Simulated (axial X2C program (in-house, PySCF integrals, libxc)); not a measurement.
**Run report: WSi, relativistic diatomic calculation**

- system: WSi, single determinant with Ω = 3.
- method: PBE0, two-component X2C with atomic mean-field Coulomb and Gaunt terms, W dyall-v3z, Si dyall-v3z (cores contracted) (axial X2C program (in-house, PySCF integrals, libxc))

Log:
```
two-component X2C + atomic mean field  PBE0
basis functions 213  fitting functions 648  grid points 5081
iter        total energy     max residual
   1     -16432.841136713     3.75e-05
   2     -16432.841136715     4.80e-06
converged
one-electron -22990.19019351  Coulomb 6695.23013766  exact exchange -85.39538133  xc functional -263.49413186  nuclear repulsion 225.05237706  atomic mean-field constant -14.04394473
```

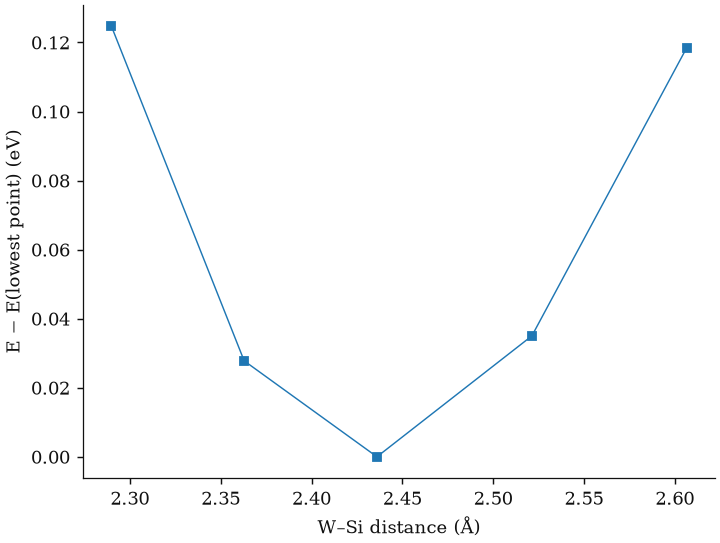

Fig. 1: Energy at 5 bond lengths, for one set of occupations held fixed; the line joins the points. A polynomial of degree 3 through 5 points gives rₑ = 2.433 Å, ωₑ = 332.8 cm⁻¹ and Bₑ = 0.1173 cm⁻¹. The minimum lies 1.20 eV below W + Si, each computed as one determinant at the same level.

Input:
```
{"zs": [74, 14], "q": 0, "bas": ["dyall-v3z", "dyall-v3z"], "levels": ["PBE0", "HF", "TPSS", "B97-3"], "cc": false, "r0": 2.53, "npts": 10, "nst": 2, "ntry": 6, "opt": {"auxb": 4.0}}
```

The line is the task of a batch: nuclear charges, charge, bases, the levels to run, a first guess of the distance and further settings. This report covers PBE0 with spin-orbit coupling. The log is that of the reference distance 2.436 Å, started from orbitals converged before.

The run was one of a batch that the task file lists, launched with:
```bash
python <driver script> task.json out
```

What the run reported:

| quantity | value |
| --- | --- |
| outcome | converged |
| bond length rₑ | 2.433 Å |
| ωₑ | 332.8 cm⁻¹ |
| energy at the minimum | −16432.84112 hartree |
| depth below the fragments | 1.20 eV |
| hardware | 1 thread of Arm Neoverse N1, 98 GiB of memory available, shared host |
| wall time | 24 s |
| peak memory | 0.36 GiB |

What is odd here:

The input is odd on purpose: sparse fitting set (auxb = 4.0). The program ran to the end. Its numbers are those of the input as typed; this run alone doesn't show how far the oddity moves them. Limits: 5 of the 10 points asked for were kept.
